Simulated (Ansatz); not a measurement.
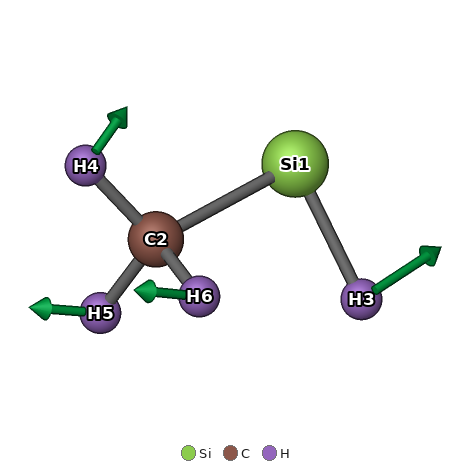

The arrows show one normal mode. Harmonic vibrations computed with RKS PBE0-D4/def2-TZVP (Ansatz 0.2.0) at a stationary point of the same level.

Q: Describe the motion.

A: Mostly H–C–Si bending.

Q: At what wavenumber does it lie?

A: 625 cm⁻¹; it is mode 3 of 12 counted from the lowest.
